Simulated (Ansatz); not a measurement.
**Structural relaxation of a frame of liquid aqueous KCl from 298 K (187 atoms)**

Wanted: the relaxed structure of a frame of liquid aqueous KCl from 298 K (187 atoms) and its electronic structure.

Calculated with Ansatz 0.2.0; Kohn-Sham DFT, PBEsol, PAW (set soft_2), plane waves.

### 1. Set-up

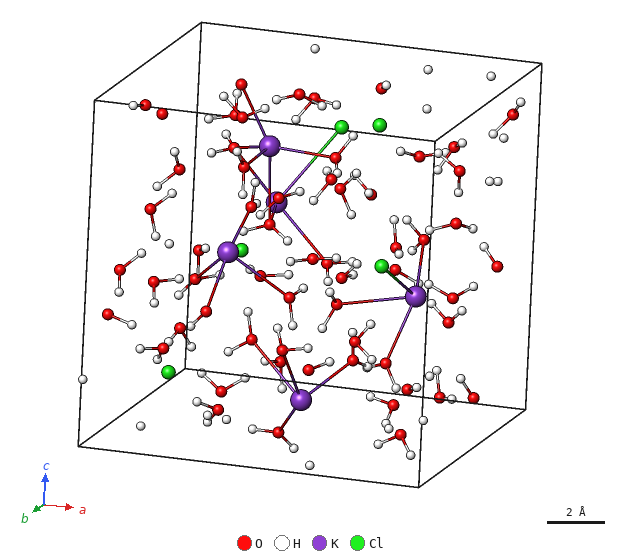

Start, viewed from a free direction; oxygen red, hydrogen white, potassium purple, chlorine green. Bonds to atoms that aren't drawn are left out. Some periodic images of atoms are drawn too.

The cell holds 187 atoms: 59 O, 118 H, 5 K and 5 Cl. Its edges and angles: a = 12.675 Å, b = 12.675 Å, c = 12.675 Å, α = 90.0°, β = 90.0°, γ = 90.0°. 59 H2O, 5 K+, 5 Cl- placed at random, at 1.17 g/cm³; overlaps pushed apart, then 10 ps at 398 K with Joung-Cheatham ions (J. Phys. Chem. B 112, 9020 (2008)); SPC/E water (Berendsen, Grigera and Straatsma, J. Phys. Chem. 91, 6269 (1987)). Snapshot after 20 ps at 298 K and fixed volume. The starting density is a measured one.

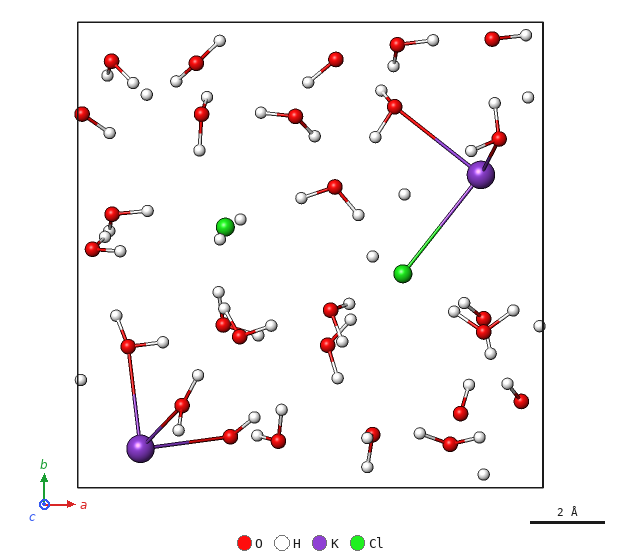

A slice 6 Å thick through the middle of the cell. Bonds to atoms that aren't drawn are left out.

What the set-up can't give: The network of contacts between molecules at the start is that of the classical potential that made the cell. The functional has no dispersion term, which matters for the binding between molecules or layers. Only the Γ point is sampled, in a cell whose shortest periodic width is 13 Å.

### 2. Single point at the start

A single point comes first, to see the forces before anything moves.

input.yaml reads:

```yaml
crystal:
  lattice:
    - [12.67501, 0.0, 0.0]
    - [0.0, 12.67501, 0.0]
    - [0.0, 0.0, 12.67501]
  atoms:
    - { symbol: O, position: [0.31274, 0.34962, 0.3831] }
    - { symbol: H, position: [0.30259, 0.42008, 0.41711] }
    - { symbol: H, position: [0.38793, 0.32714, 0.39112] }
    - { symbol: O, position: [0.08467, 0.50114, 0.18114] }
    - { symbol: H, position: [0.09239, 0.57849, 0.16767] }
    - { symbol: H, position: [0.01038, 0.47914, 0.16626] }
    - { symbol: O, position: [0.36447, 0.87077, 0.1202] }
    - { symbol: H, position: [0.35818, 0.94712, 0.10136] }
    - { symbol: H, position: [0.29242, 0.83952, 0.12777] }
    - { symbol: O, position: [0.3538, 0.19119, 0.87705] }
    - { symbol: H, position: [0.42746, 0.21129, 0.85716] }
    - { symbol: H, position: [0.30668, 0.25413, 0.87048] }
    - { symbol: O, position: [0.86776, 0.39827, 0.10883] }
    - { symbol: H, position: [0.85679, 0.40357, 0.18678] }
    - { symbol: H, position: [0.88025, 0.32291, 0.0891] }
    - { symbol: O, position: [0.16827, 0.11731, 0.77192] }
    - { symbol: H, position: [0.11008, 0.11455, 0.82513] }
    - { symbol: H, position: [0.23685, 0.13054, 0.80861] }
    - { symbol: O, position: [0.22434, 0.37137, 0.8422] }
    - { symbol: H, position: [0.23572, 0.40298, 0.91359] }
    - { symbol: H, position: [0.14783, 0.3757, 0.82342] }
    - { symbol: O, position: [0.38145, 0.89191, 0.88332] }
    - { symbol: H, position: [0.37425, 0.95086, 0.93525] }
    - { symbol: H, position: [0.31014, 0.87203, 0.85605] }
    - { symbol: O, position: [0.54337, 0.38136, 0.66965] }
    - { symbol: H, position: [0.58328, 0.39493, 0.60296] }
    - { symbol: H, position: [0.56836, 0.31388, 0.70198] }
    - { symbol: O, position: [0.07243, 0.91656, 0.50012] }
    - { symbol: H, position: [0.06368, 0.88577, 0.42801] }
    - { symbol: H, position: [0.11896, 0.86967, 0.54326] }
    - { symbol: O, position: [0.67466, 0.0751, 0.03616] }
    - { symbol: H, position: [0.67801, 0.99703, 0.0253] }
    [... 149 atom lines left out ...]
    - { symbol: K, position: [0.53734, 0.97184, 0.7627] }
    - { symbol: Cl, position: [0.31704, 0.55996, 0.50561] }
    - { symbol: Cl, position: [0.5986, 0.21075, 0.82114] }
    - { symbol: Cl, position: [0.17237, 0.73111, 0.17438] }
    - { symbol: Cl, position: [0.69869, 0.45956, 0.48166] }
    - { symbol: Cl, position: [0.68031, 0.85053, 0.96911] }
kpoints:
  mp_grid: { grid: [1, 1, 1] }
hamiltonian:
  xc: pbesol
scf:
  occupations: { method: gaussian, width: 0.025 }
output:
  forces: true
  stress: true
  populations: true
  dos:
    method: { smearing: { sigma: 0.08 } }
    de: 0.1
    projected: { site_lists: { Cl: [Cl], H: [H], K: [K], O: [O] } }
  eigenvalues: true
```

The run is started by

```
$ ansatz run input.yaml --threads 4 --pin off --max-ram 8192MiB --backend cpu --events-out ev --progress --plain --runs-dir out
```

Numbers of over 12 decimals in the logs are rounded to 6 here.

The program printed:

```text
Engine: ansatz 0.2.0, x86_64-unknown-linux-gnu
Pseudopotentials: kind: paw
Pseudopotential: O, paw, valence charge 6, recommended cutoff 420 eV (normal), O.paw.azcp
Pseudopotential: H, paw, valence charge 1, recommended cutoff 420 eV (normal), H.paw.azcp
Pseudopotential: K, paw, valence charge 9, recommended cutoff 420 eV (normal), K.paw.azcp
Pseudopotential: Cl, paw, valence charge 7, recommended cutoff 420 eV (normal), Cl.paw.azcp
[... 3 lines on functional and potentials left out ...]
Crystal: 187 atoms, lattice volume = 2036.315 Å³
Basis set: ecut = 420 eV, 39607 PW (Γ), exchange–correlation on 180×180×180 points (8 copies of the dense FFT grid, shifted against one another)
Bands: 463, of which v1, the nominal top of the filled ones, is band 276 counted from 1 (275 counted from 0)
Symmetry: 1 space group operations
Space group: P1 (ITA 1), of the structure as read, at distance tolerance 1.3e-4 Å
k-points: 1
[... 12 lines on functional and potentials left out ...]
Initial density: superposition of atomic densities (neutral atoms: chi_scale 0, normalization atom), corrected by the library's trained network
Initial wavefunctions: pseudopotential atomic-orbital guess
Functional: x = pbesol(κ = 0.804, μ = 0.123457), c = pbesol(β = 0.046)
SCF iter   1: F=—  HF=-47864.619844 eV  |F-HF|=—  |Δ(HF+E_count)|=         —  Δρ=5.81e-3  dr2=5.83e-1  ethr=1.77e-3  ⟨swp⟩=6.0  Hψ=2158  notcnv=0  defer=105
preconditioner: auto → Resta (q_TF=auto, 2.195 Å⁻¹)  ε∞=2.3  [insulator: Δε(μ)=3.651 eV  Ē_g=17.000 eV  σ=0.025 eV  W_gap=1.00  n_scr=364 (ndim 8)  ℏωp=19.2 eV  f_vac=0.244  D(μ)=0.00/eV (n_scr^D=0)  ε∞_Penn≈2.3]
SCF iter   2: F=—  HF=-47864.432087 eV  |F-HF|=—  |Δ(HF+E_count)|=   1.88e-1  Δρ=2.22e-3  dr2=8.93e-2  ethr=1.06e-4  ⟨swp⟩=2.0  Hψ=728  notcnv=0  defer=183
SCF iter   3: F=—  HF=-47864.408110 eV  |F-HF|=—  |Δ(HF+E_count)|=   2.40e-2  Δρ=9.60e-4  dr2=2.43e-2  ethr=1.62e-5  ⟨swp⟩=2.0  Hψ=554  notcnv=0  defer=183
SCF iter   4: F=—  HF=-47864.404716 eV  |F-HF|=—  |Δ(HF+E_count)|=   3.39e-3  Δρ=2.64e-4  dr2=1.67e-3  ethr=4.41e-6  ⟨swp⟩=2.0  Hψ=476  notcnv=0  defer=183
SCF iter   5: F=—  HF=-47864.404965 eV  |F-HF|=—  |Δ(HF+E_count)|=   2.48e-4  Δρ=1.54e-4  dr2=3.97e-4  ethr=3.03e-7  ⟨swp⟩=2.0  Hψ=547  notcnv=0  defer=183
SCF iter   6: F=—  HF=-47864.405024 eV  |F-HF|=—  |Δ(HF+E_count)|=   5.91e-5  Δρ=5.74e-5  dr2=6.09e-5  ethr=7.19e-8  ⟨swp⟩=2.0  Hψ=550  notcnv=0  defer=183
SCF iter   7: F=—  HF=-47864.405455 eV  |F-HF|=—  |Δ(HF+E_count)|=   4.31e-4  Δρ=1.18e-5  dr2=2.63e-6  ethr=1.10e-8  ⟨swp⟩=2.0  Hψ=726  notcnv=0  defer=183
SCF iter   8: F=—  HF=-47864.405459 eV  |F-HF|=—  |Δ(HF+E_count)|=   4.92e-6  Δρ=6.88e-6  dr2=7.54e-7  ethr=4.77e-10  ⟨swp⟩=2.0  Hψ=551  notcnv=0  defer=183
SCF iter   9: F=-47864.405460 eV  HF=-47864.405460 eV  |F-HF|=2.51e-8  |Δ(HF+E_count)|=   2.54e-7  Δρ=2.26e-6  dr2=9.24e-8  ethr=1.81e-11  ⟨swp⟩=15.0  Hψ=3193  notcnv=0
SCF 1 converged in 9 iterations: F = -47864.405460 eV  dr2 = 9.24e-8
  greatest PAW one-centre occupation: 0.987 electrons in one spin orbital (limit 2), on the K atom at site 179 (counted from 0), in its partial waves of l = 0
SCF converged after 9 iterations
Free energy (F): -47864.405460 eV
Harris-Foulkes:  -47864.405460 eV  (|F-HF|=2.51e-8)
Internal energy: -47864.405460 eV  (E = F + TS)
E sigma→0 (E₀):  -47864.405460 eV
Fermi energy:    0.430958 eV
--- Per-component energies (eV) ---
  E_band       = -5120.111595
  E_kinetic    = 13943.387384
  E_local      = -41658.789750  (includes V_loc(G=0)·N_el)
  E_nonlocal   = 3264.643349
  E_hartree    = 14939.922817
  E_xc         = -6466.634013
  E_vxc        = -8198.519872  (∫ρ·V_xc dr)
  E_paw        = -16097.238040  (= ΣΔE_a)
  E_vpaw       = -2350.707489  (= ΣTr[D̂ρ^β])
  E_aug_tail   = 0.013620  (compensation charges beyond the density's cutoff)
  E_ewald      = -15792.724400
  E_core_change = 3.013573  (= ΣΔE_core)
  E_smearing   = -0.000000  (= −TS)
  E_closure    = 0.000000  (closes the sum)
  Σ components = -47864.405460   (vs F -47864.405460, Δ=0.00e0)
--- Forces (eV/Å), atoms counted from 1 ---
  atom   1  O     -0.02393423     0.32706347    -0.31355154
  atom   2  H      0.61670759    -0.43728319    -0.16191175
  atom   3  H     -0.20801172     0.38362380     0.51286620
  atom   4  O     -0.77926350     0.01266140     0.42292403
  atom   5  H      0.02147062    -0.26087591    -0.04804857
  atom   6  H      0.48573528     0.17130285    -0.38377923
  atom   7  O     -0.39311961    -0.03245270     0.29011494
  atom   8  H     -0.17726915    -0.62786680    -0.06784062
  atom   9  H      0.55204039     0.47370202    -0.00543435
  atom  10  O      0.15841983    -0.33059125     0.06127710
  atom  11  H     -0.82366615    -0.12115302     0.09889086
  atom  12  H      0.35013312     0.04267242    -0.06256180
  atom  13  O      0.22493832     0.51603478    -0.25474016
  atom  14  H     -0.08916798    -0.83440221    -0.45110644
[...]
atom 186  Cl     0.18661399     0.07718051     0.23403543
  atom 187  Cl     0.48998911    -0.06883356    -0.20413275
  max |Σ_I F_I| component: 8.42e-5 eV/Å
--- Stress (GPa, compression-positive) ---
       -1.897411       0.392936      -0.361638
        0.392936      -2.031410       0.071478
       -0.361638       0.071478      -1.846573
  P = ⅓ Tr σ = -1.9251 GPa (-19.251 kbar)
--- Band table (eV) ---
  k-point 0: bands = ["-28.9713", "-28.6324", "-28.2534", "-27.8145", [... 447 levels ...], "10.7655", "10.7937", "10.8032", "10.8258", "10.8542", "10.9320", "10.9445", "10.9605", "10.9986", "11.0203", "11.0383", "11.0910"]
--- Löwdin populations: 187 sites ---
  site symbol       q [e]
     0      O      6.6689
     1      H      0.6491
     2      H      0.6183
[...]
186     Cl      7.5226
  spilling = 0.009813 (of n_electrons = 552.000000)
```

The job ended after 18 s (4 threads of Intel Xeon 6975P-C (Granite Rapids), shared host; peak memory 2.9 GiB).

Read from the output:

| Quantity | Value |
| --- | --- |
| free energy | -47864.4055 eV |
| free energy per atom | -255.9594 eV/atom |
| SCF cycles | 9 |
| pressure | -1.925 GPa |
| r.m.s. force component | 0.4897 eV/Å |
| longest force | 1.584 eV/Å |
| Fermi energy | 0.431 eV |
| gap (highest filled to lowest empty level) | 3.69 eV |
| spilling of the projection | 0.009813 |

The r.m.s. force component of 0.49 eV/Å and the pressure of -1.9 GPa set the starting point.

Neighbours are counted within 1.21 Å (H-O), 3.18 Å (O-K), 3.57 Å (Cl-K).

Length of the force by element and coordination:

```csv
element,coordination,atoms,mean length of the force (eV/Å),spread,least,most
Cl,all,5,0.394,0.146,0.256,0.605
Cl,0,2,0.436,0.170,0.266,0.605
Cl,1,3,0.367,0.121,0.256,0.535
H,all,118,0.880,0.304,0.216,1.58
K,all,5,0.465,0.160,0.221,0.643
K,6,3,0.500,0.125,0.339,0.643
K,7,2,0.412,0.190,0.221,0.602
O,all,59,0.650,0.294,0.117,1.50
O,2,34,0.662,0.291,0.281,1.50
O,3,21,0.681,0.288,0.193,1.38
O,4,4,0.389,0.207,0.117,0.683
```

(Continued in part 2 of 3.)

[Logs are printed without paths, hosts, clocks, repeated set-up lines and the standing remarks that a program may print on its own settings, such as how far it seeks lower states.]

[Hosts, paths, dates, database ids (printed as entryN), source tags and the programs' standing remarks are cut or masked in the printed files.]
